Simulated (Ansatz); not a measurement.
## Sensitivity of the G0W0 gap of InAs (F-43m)

Aim: change settings of a G0W0 run on InAs (F-43m) and see what moves.

Program: Ansatz 0.2.0. Level of theory: G0W0 on r2SCAN, plane waves, PAW; PAW set soft_1. Results are calculated unless marked as measured.

The database entry behind the starting cell differs from later determinations by our own check (about 0.4 % short), so it need not match the best structure at ambient conditions.

## Step 1: The structure

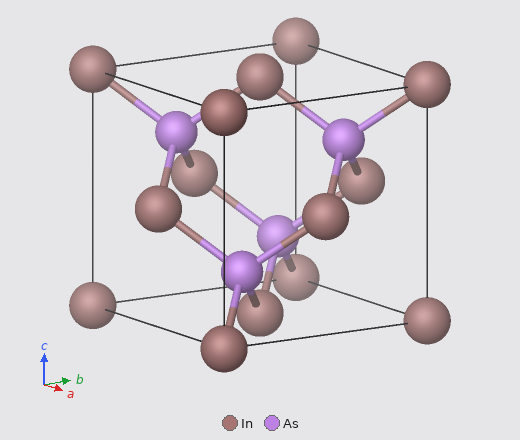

The starting structure, seen from a free direction (indium brown, arsenic purple). This picture shows the conventional cell, with its axes. Bonds to atoms that aren't drawn are left out. Some periodic images of atoms are drawn too.

The cell and positions come from the Crystallography Open Database and are kept as given unless a step says otherwise.

## Step 2: The base run: 4×4×4 mesh, 124 empty bands, screening to 100 eV, PAW set soft_1 files

G0W0 replaces the xc potential by the self-energy, built once from these orbitals. Only a window of levels is corrected, while the sums run over the empty bands that the input names. This step takes PAW set soft_1 files.

The input, input.yaml:

```yaml
crystal:
  lattice:
    - [0.0, 3.018, 3.018]
    - [3.018, 0.0, 3.018]
    - [3.018, 3.018, 0.0]
  atoms:
    - { symbol: In, position: [0.0, 0.0, 0.0] }
    - { symbol: As, position: [0.25, 0.25, 0.25] }
kpoints:
  mp_grid: { grid: [4, 4, 4] }
hamiltonian:
  xc: r2scan
  pseudopotentials: { kind: paw, azcp: { folder: soft_1 } }
scf:
  occupations: { method: fixed }
gw:
  n_empty_bands: 124
  ecut_chi: 100
  qp_bands: [v2, c2]
  qp_kpoints: band_edges
  screening: { model: contour_deformation }
```

Started as:

```console
ansatz run input.yaml --threads 3 --pin off --max-ram 92160MiB --backend cuda --events-out ev --progress --plain --runs-dir out --devices 1 --max-vram 13GiB
```

Numbers of over 12 decimals in the logs are rounded to 6 here.

The program printed:

```text
GPUs: using 1 of 1 available (devices: 1).
Engine: ansatz 0.2.0, x86_64-unknown-linux-gnu
Pseudopotentials: kind: paw
Pseudopotential: In, paw, valence charge 13, recommended cutoff 500 eV (meta_gga), soft_1/In.paw.azcp
Pseudopotential: As, paw, valence charge 15, recommended cutoff 500 eV (meta_gga), soft_1/As.paw.azcp
Functional definition: r2SCAN
  parameter k0 = 0.174
  parameter k1 = 0.065
  parameter a1 = 4.9479
  exchange = r2scan_x(k0 = k0, k1 = k1, a1 = a1)
  correlation = r2scan_c
device memory: the entry about to start is reckoned to put 1.4 GiB on a device that reports 59.5 GiB free (of which the cap on the GPU budget leaves the run 13.0 GiB)
GPU FFT provider: cuFFT
GPU libraries: cuBLAS 13.8.2, cuFFT 12.4.0, cuSOLVER 12.3.4
Crystal: 2 atoms, lattice volume = 54.978 Å³
Basis set: ecut = 500 eV, 1411 PW (Γ), exchange–correlation on 128×128×128 points (64 copies of the dense FFT grid, shifted against one another)
Bands: 18, of which v1, the nominal top of the filled ones, is band 14 counted from 1 (13 counted from 0)
Symmetry: 24 space group operations
Space group: F-43m (ITA 216), of the structure as read, at distance tolerance 3.8e-5 Å
k-points: 8 of 64 (time reversal used)
Non-local potential: In, projectors of the file, l = 0: 2, l = 1: 2, l = 2: 2, l = 3: 1
Non-local potential: As, projectors of the file, l = 0: 2, l = 1: 2, l = 2: 3, l = 3: 1
PAW form: soft (Blöchl's): semilocal exchange-correlation on the pseudo side does not see the compensation charge
PAW frozen core: In, regenerated for the run's functional (the file was generated under x = pbe(κ = 0.804, μ = 0.219515), c = pbe(β = 0.066725))
PAW frozen core: As, regenerated for the run's functional (the file was generated under x = pbe(κ = 0.804, μ = 0.219515), c = pbe(β = 0.066725))
PAW one-centre angular grid: In, 590 points (default); XC on 160 Gauss nodes
PAW one-centre angular grid: As, 590 points (default); XC on 160 Gauss nodes
Initial density: superposition of atomic densities (chi_scale 0.1, normalization cell, long waves kept (reshape's long-wave potential 0.00 eV rms))
Initial wavefunctions: pseudopotential atomic-orbital guess
GPU buffer pool allocated for 32768 grid points (all kernels)
GPU transforms: local potential: pruned to the plane-wave sphere, on 30×32×32; band sums: pruned to the plane-wave sphere, on 32×32×32
Functional: x = r2scan, c = r2scan; τ floored in thin density (d = 2e-4 eV/Å³)
iter 1 solved again at ethr=1.93e-3 eV; its pass at ethr=3.10e-3 eV (dr2=5.40e-1 eV) is discarded
SCF iter   1: F=—  HF=-10477.102046 eV  |F-HF|=—  |Δ(HF+E_count)|=         —  Δρ=3.41e-2  dr2=5.41e-1  dr2_τ=1.33e-2  ethr=1.93e-3  ⟨swp⟩=1.0  Hψ=865  notcnv=0  defer=1
[...]
E_paw        = -6261.359808  (= ΣΔE_a)
  E_vpaw       = -412.534622  (= ΣTr[D̂ρ^β])
  E_aug_tail   = -0.000058  (compensation charges beyond the density's cutoff)
  E_vtau       = 10.606481  (kinetic-family band-sum trace: ∫τ·v_τ [+ j·A + Jᵃ·Aᵃ] dr)
  E_ewald      = -2527.799418
  E_core_change = -0.491845  (= ΣΔE_core)
  E_smearing   = -0.000000  (= −TS)
  E_closure    = -0.000000  (closes the sum)
  Σ components = -10477.107576   (vs F -10477.107576, Δ=0.00e0)
--- Band table (eV; the first three rows and the last of 8) ---
  k-point 0: bands = [... 10 lower, -4.7703, 7.5571, 7.5571, 7.5571, 7.8228, 11.8155, 11.8155, 11.8155]
  k-point 1: bands = [... 10 lower, -4.1294, 3.8322, 6.9663, 6.9663, 9.1739, 12.5524, 12.5524, 13.1542]
  k-point 2: bands = [... 10 lower, -3.2090, 1.6370, 6.5300, 6.5300, 8.8763, 12.5889, 12.5889, 14.8279]
  k-point 7: bands = [... 10 lower, -2.5791, 1.7381, 4.4916, 4.5876, 12.1300, 12.1723, 13.0504, 14.0500]
--- G₀W₀: contour deformation, 8 samples at zero and on the imaginary axis and 2 off it, 64 q-points, 124 empty bands' worth ---
  eigenvalues of the whole cell's RPA ε∞ on this k-mesh (on a slab, of 1 + 4πα/V) = 606.3658, 606.3658, 606.3658; static W/v taken at q = 0 is 0.001649
  bands read: the sum over 138 bands ends inside a degenerate multiplet in 2 slots, whose members it reads at an even weight; the widest, k=1: bands 138 to 139 (counted from 1) at 1/2 each
  gw.qp_kpoints: band_edges: 5 of 8 stored k-points solved, in 1 pass; an edge of the gap read off the rows below is read off those points alone
    valence top: of the k-points left out ik 5 came nearest to being solved in a further pass, in band 14 (counted from 1, as in the quasiparticle table): it holds the edge there only if its correction is more favourable than any solved in that band by at least 1.082 eV; those differ by 0.110 eV
    conduction bottom: of the k-points left out ik 4 came nearest to being solved in a further pass, in band 15 (counted from 1, as in the quasiparticle table): it holds the edge there only if its correction is more favourable than any solved in that band by at least 2.046 eV; those differ by 0.271 eV
    ik  band        ε_KS         Σx   Σc(E_QP)       V_xc       Z   E_QP_lin       E_QP  E_QP is
     0    13      7.5571   -16.8734     1.3588   -15.3760  0.7587     7.4179     7.4184  root
     0    14      7.5571   -16.8734     1.3588   -15.3760  0.7587     7.4179     7.4184  root
     0    15      7.8228   -10.6532    -3.7364   -14.5023  0.7753     7.9359     7.9355  root
     0    16     11.8155    -7.3250    -4.2091   -11.5413  0.7609    11.8227    11.8227  root
     1    13      6.9663   -16.3700     1.4873   -14.7087  0.7552     6.7915     6.7924  root
     1    14      6.9663   -16.3700     1.4873   -14.7087  0.7552     6.7915     6.7924  root
     1    15      9.1739    -9.2138    -3.8440   -13.1335  0.7725     9.2497     9.2495  root
     1    16     12.5524    -7.3626    -4.3867   -11.7590  0.7565    12.5620    12.5620  root
[...]
6    13      5.1384   -15.4171     2.0809   -13.0879  0.7328     4.8876     4.8901  root
     6    14      5.1384   -15.4171     2.0809   -13.0879  0.7328     4.8876     4.8901  root
     6    15      9.3504    -6.3392    -3.6875    -9.8686  0.7819     9.1929     9.1923  root
     6    16      9.8953    -7.8771    -3.8663   -11.7409  0.7739     9.8928     9.8928  root
[key lines of the parts left out:]
SCF converged after 7 iterations
Free energy (F): -10477.107576 eV
Fermi energy:    7.557064 eV
```

Elapsed: 8.3 s, on 1 × NVIDIA H100 80GB HBM3 (shared by 6 runs) with 3 threads of AMD EPYC 7R13 (Zen 3), shared host; peak memory 1.2 GiB; 7 s of CPU time.

The column dr2 measures how far the density is from self-consistency, as an energy; F and HF (Harris–Foulkes) agree once it is small.

This step gave:

* bands summed: 138
* RPA ε∞ on this mesh (eigenvalues): 606.4, 606.4, 606.4
* plane waves in the screening matrix: 137
* q-points in the mesh: 64
* G0W0 gap on the mesh: 0.5171 eV
* k of the valence top: 0, 0, 0
* k of the conduction bottom: 0, 0, 0
* starting gap on the mesh: 0.2657 eV
* Z at the valence top: 0.7587
* Z at the conduction bottom: 0.7753
* least direct G0W0 gap on the computed points: 0.5171 eV

The gap on the mesh goes from 0.27 eV to 0.52 eV, a correction of +0.25 eV. Between the two edge states, bare exchange in place of the xc potential would open the gap by 5.35 eV, and correlation takes back 5.10 eV.

## Step 3: Variant: potentials

Other atomic data (hard PAW) test the pseudisation: the cutoff goes from 500 to 870 eV and the valence electrons from 28 to 36, which opens shells that were frozen.

This step: G0W0 on r2SCAN, plane waves, PAW.

input.yaml, as its differences from that of step 2:

```diff
@@ -12,3 +12,3 @@
   xc: r2scan
-  pseudopotentials: { kind: paw, azcp: { folder: soft_1 } }
+  pseudopotentials: { kind: paw, source: ansatz }
 scf:
```

The program printed:

```text
GPUs: using 1 of 1 available (devices: 1).
[...]
GPU FFT provider: cuFFT
GPU libraries: cuBLAS 13.8.2, cuFFT 12.4.0, cuSOLVER 12.3.4
Crystal: 2 atoms, lattice volume = 54.978 Å³
Basis set: ecut = 870 eV, 3143 PW (Γ), exchange–correlation on 180×180×180 points (64 copies of the dense FFT grid, shifted against one another)
Bands: 22, of which v1, the nominal top of the filled ones, is band 18 counted from 1 (17 counted from 0)
Symmetry: 24 space group operations
[...]
k-points: 8 of 64 (time reversal used)
[...]
GPU buffer pool allocated for 91125 grid points (all kernels)
GPU transforms: local potential and band sums: pruned to the plane-wave sphere, on 45×45×45
[...]
SCF iter   7: F=-13846.146229 eV  HF=-13846.146229 eV  |F-HF|=3.09e-10  |Δ(HF+E_count)|=   8.34e-7  Δρ=9.14e-6  dr2=2.19e-8  dr2_τ=4.82e-9  ethr=2.78e-10  ⟨swp⟩=4.1  Hψ=740  notcnv=0
SCF 1 converged in 7 iterations: F = -13846.146229 eV  dr2 = 2.19e-8
[...]
NSCF: frozen V_eff on 8 k-points
[...]
G₀W₀ screening: q 1/8
[... further progress lines ...]
[...]
SCF converged after 7 iterations
Free energy (F): -13846.146229 eV
[...]
Internal energy: -13846.146229 eV  (E = F + TS)
E sigma→0 (E₀):  -13846.146229 eV
Fermi energy:    8.629148 eV
[...]
--- Band table (eV; the first three rows and the last of 8) ---
  k-point 0: bands = [... 14 lower, -3.6961, 8.6291, 8.6291, 8.6291, 8.8991, 12.8886, 12.8886, 12.8886]
  k-point 1: bands = [... 14 lower, -3.0565, 4.9056, 8.0388, 8.0388, 10.2485, 13.6251, 13.6251, 14.2279]
  k-point 2: bands = [... 14 lower, -2.1374, 2.7107, 7.6028, 7.6028, 9.9503, 13.6608, 13.6608, 15.8999]
  k-point 7: bands = [... 14 lower, -1.5078, 2.8125, 5.5637, 5.6606, 13.2015, 13.2465, 14.1229, 15.1212]
[...]
0    17      8.6291   -16.8573     1.3672   -15.3561  0.7584     8.4947     8.4952  root
     0    18      8.6291   -16.8573     1.3672   -15.3561  0.7584     8.4947     8.4952  root
     0    19      8.8991   -10.6636    -3.7425   -14.5249  0.7750     9.0184     9.0180  root
     0    20     12.8886    -7.3303    -4.2167   -11.5478  0.7609    12.8894    12.8894  root
     1    17      8.0388   -16.3590     1.4915   -14.6945  0.7550     7.8648     7.8657  root
     1    18      8.0388   -16.3590     1.4915   -14.6945  0.7550     7.8648     7.8657  root
     1    19     10.2485    -9.2215    -3.8486   -13.1474  0.7722    10.3259    10.3256  root
     1    20     13.6251    -7.3640    -4.3912   -11.7609  0.7566    13.6308    13.6308  root
[...]
6    17      6.2114   -15.4162     2.0771   -13.0841  0.7327     5.9539     5.9565  root
     6    18      6.2114   -15.4162     2.0771   -13.0841  0.7327     5.9539     5.9565  root
     6    19     10.4217    -6.3423    -3.6837    -9.8760  0.7817    10.2724    10.2718  root
     6    20     10.9672    -7.8767    -3.8591   -11.7416  0.7736    10.9729    10.9729  root
```

The job ended after 11 s (1 × NVIDIA H100 80GB HBM3 (shared by 6 runs) with 3 threads; peak memory 1.4 GiB; 10 s of CPU time).

The G0W0 gap on the mesh is 0.523 eV.

Against the base:

| setting | base | variant |
| --- | --- | --- |
| files | PAW set soft_1 | hard PAW |

| quantity | variant | base |
| --- | --- | --- |
| starting gap on the mesh | 0.270 | 0.266 |
| G0W0 gap on the mesh | 0.523 | 0.517 |
| least direct G0W0 gap on the computed points | 0.523 | 0.517 |
| Z at the valence top | 0.758 | 0.759 |
| Z at the conduction bottom | 0.775 | 0.775 |

## Step 4: Variant: frequency model

A plasmon pole stands in for the full frequency dependence of the screening; this run shows what that costs in accuracy.

This step: G0W0 on r2SCAN, plane waves, PAW; PAW set soft_1.

input.yaml, the sections that differ from step 3:

```yaml
hamiltonian:
  xc: r2scan
  pseudopotentials: { kind: paw, azcp: { folder: soft_1 } }
gw:
  n_empty_bands: 124
  ecut_chi: 100
  qp_bands: [v2, c2]
  qp_kpoints: band_edges
  screening: { model: godby_needs }
# crystal, kpoints, scf: as in step 3
```

The program printed:

```text
GPUs: using 1 of 1 available (devices: 1).
[...]
GPU FFT provider: cuFFT
GPU libraries: cuBLAS 13.8.2, cuFFT 12.4.0, cuSOLVER 12.3.4
Crystal: 2 atoms, lattice volume = 54.978 Å³
Basis set: ecut = 500 eV, 1411 PW (Γ), exchange–correlation on 128×128×128 points (64 copies of the dense FFT grid, shifted against one another)
Bands: 18, of which v1, the nominal top of the filled ones, is band 14 counted from 1 (13 counted from 0)
Symmetry: 24 space group operations
[...]
k-points: 8 of 64 (time reversal used)
[...]
GPU buffer pool allocated for 32768 grid points (all kernels)
[...]
SCF iter   7: F=-10477.107576 eV  HF=-10477.107576 eV  |F-HF|=5.66e-9  |Δ(HF+E_count)|=   4.50e-7  Δρ=3.68e-6  dr2=9.77e-9  dr2_τ=1.65e-10  ethr=3.57e-10  ⟨swp⟩=3.8  Hψ=596  notcnv=0
SCF 1 converged in 7 iterations: F = -10477.107576 eV  dr2 = 9.77e-9
[...]
G₀W₀ screening: q 1/8
[... further progress lines ...]
[...]
SCF converged after 7 iterations
Free energy (F): -10477.107576 eV
[...]
Internal energy: -10477.107576 eV  (E = F + TS)
E sigma→0 (E₀):  -10477.107576 eV
Fermi energy:    7.557064 eV
[...]
--- Band table (eV; the first three rows and the last of 8) ---
  k-point 0: bands = [... 10 lower, -4.7703, 7.5571, 7.5571, 7.5571, 7.8228, 11.8155, 11.8155, 11.8155]
  k-point 1: bands = [... 10 lower, -4.1294, 3.8322, 6.9663, 6.9663, 9.1739, 12.5524, 12.5524, 13.1542]
  k-point 2: bands = [... 10 lower, -3.2090, 1.6370, 6.5300, 6.5300, 8.8763, 12.5889, 12.5889, 14.8279]
  k-point 7: bands = [... 10 lower, -2.5791, 1.7381, 4.4916, 4.5876, 12.1300, 12.1723, 13.0504, 14.0500]
--- G₀W₀: ω_p = 26.4998 eV, 64 q-points, 124 empty bands' worth ---
[...]
GN-PPA: 416760/987139 pairs with Re ω̃² < 0 across q-mesh
[...]
0    13      7.5571   -16.8734     1.3572   -15.3760  0.7947     7.4168     7.4169  root
     0    14      7.5571   -16.8734     1.3572   -15.3760  0.7947     7.4168     7.4169  root
     0    15      7.8228   -10.6532    -3.6841   -14.5023  0.8063     7.9879     7.9877  root
     0    16     11.8155    -7.3250    -4.2103   -11.5413  0.8045    11.8215    11.8215  root
     1    13      6.9663   -16.3700     1.4757   -14.7087  0.7937     6.7806     6.7808  root
     1    14      6.9663   -16.3700     1.4757   -14.7087  0.7937     6.7806     6.7808  root
     1    15      9.1739    -9.2138    -3.8148   -13.1335  0.8062     9.2789     9.2788  root
     1    16     12.5524    -7.3626    -4.3773   -11.7590  0.8013    12.5714    12.5714  root
[...]
6    13      5.1384   -15.4171     2.0206   -13.0879  0.7864     4.8291     4.8297  root
     6    14      5.1384   -15.4171     2.0206   -13.0879  0.7864     4.8291     4.8297  root
     6    15      9.3504    -6.3392    -3.7409    -9.8686  0.8161     9.1392     9.1388  root
     6    16      9.8953    -7.8771    -3.8527   -11.7409  0.8083     9.9064     9.9064  root
```

Elapsed: 8.5 s, on 1 × NVIDIA H100 80GB HBM3 (shared by 6 runs) with 3 threads; peak memory 1.2 GiB; 10 s of CPU time.

The G0W0 gap on the mesh is 0.571 eV.

Against the base:

| setting | base | variant |
| --- | --- | --- |
| frequency model | contour deformation | plasmon pole |

| quantity | variant | base |
| --- | --- | --- |
| starting gap on the mesh | 0.266 | 0.266 |
| G0W0 gap on the mesh | 0.571 | 0.517 |
| least direct G0W0 gap on the computed points | 0.571 | 0.517 |
| Z at the valence top | 0.795 | 0.759 |
| Z at the conduction bottom | 0.806 | 0.775 |

## Step 5: What came out

```yaml
base: 0.52 eV, 8.3 s
potentials: 0.52 eV, 11 s
frequency_model: 0.57 eV, 8.5 s
```

What this shows: Potentials: the gap moves by +0.01 eV (the plane-wave cutoff goes from 500 to 870 eV). Frequency model: the gap moves by +0.05 eV. All runs here use a coarse mesh and modest cutoffs; they test settings and are not final values. The 4×4×4 mesh is coarse for this cell (its supercell is 17 Å along the shortest edge). The RPA ε∞ on it, from the r2SCAN start, is 606.37; such meshes misread the long-range screening, most where the gap is narrow. On this mesh the RPA ε∞ passes 90, more than nearly any semiconductor shows; a coarse mesh does this where one point with a narrow direct gap carries much weight. The screening is then too strong, and the G0W0 gap should not be taken as the material's. The many-body steps are scalar-relativistic: spin-orbit coupling is not in them.

[Paths, hosts, dates, memory and timing lines, banners, echoed tables and standing remarks are left out of the program output.]

[Logs are printed without paths, hosts, clocks, repeated set-up lines and the standing remarks that a program may print on its own settings, such as how far it seeks lower states.]

[Runs of the session that timed out or met a known fault of the program may be left out.]

[Cells called generated may have been cut or substituted from an entry of the Crystallography Open Database or the Materials Project.]

[Hosts, paths, dates, database ids (printed as entryN), source tags and the programs' standing remarks are cut or masked in the printed files.]
